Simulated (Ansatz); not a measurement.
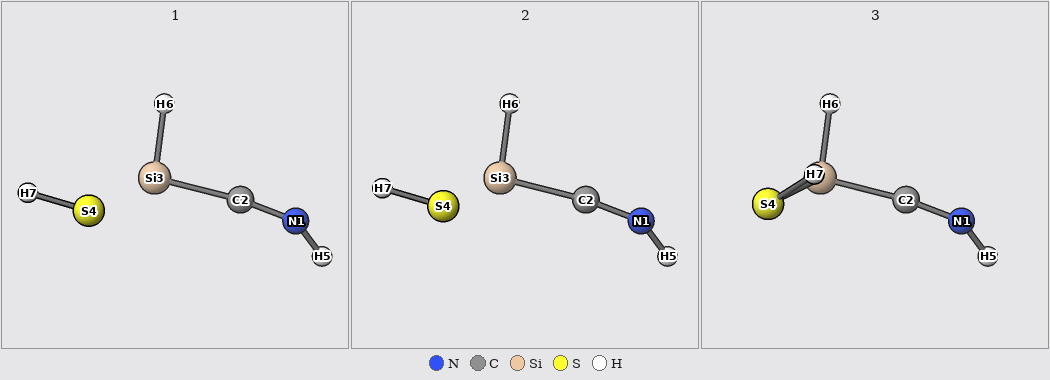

CH3NSSi, SMILES N=C=[SiH]S. Coordinates scanned: (1) bond length Si3–S4; (2) dihedral C2–Si3–S4–H7. Nothing is relaxed (all other coordinates rigid). The grid has 7 × 8 points. All energies are given in kJ/mol relative to the relaxed molecule at the same level. Method: RKS PBE-D4/def2-TZVP in Ansatz 0.2.0.

The numbered pictures are structures from this grid.

Which is the most stable, and how do the others follow?

3, at bond length Si3–S4 = 2.266 Å, dihedral C2–Si3–S4–H7 = 45°: 11 kJ/mol; 2, at bond length Si3–S4 = 2.462 Å, dihedral C2–Si3–S4–H7 = −180°: 43 kJ/mol; 1, at bond length Si3–S4 = 2.855 Å, dihedral C2–Si3–S4–H7 = −180°: 124 kJ/mol.

The map, with the structures marked:

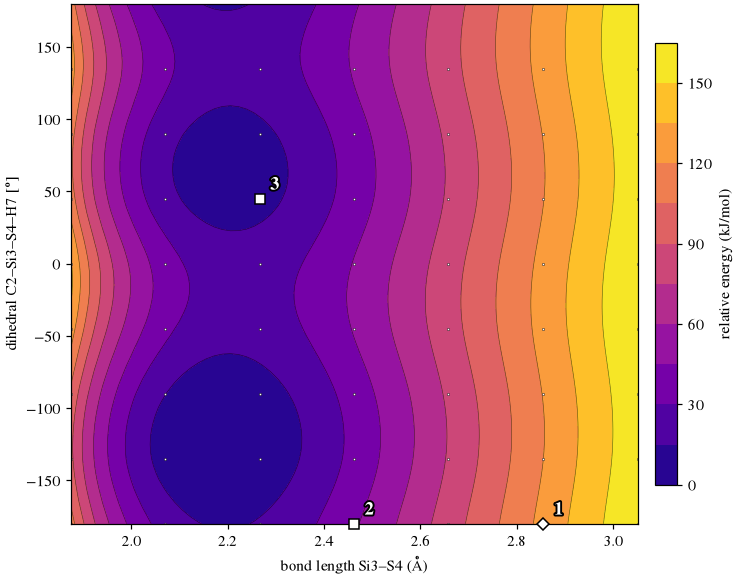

In the figure: filled contours, dots at the grid points. Between grid points the surface is interpolated.
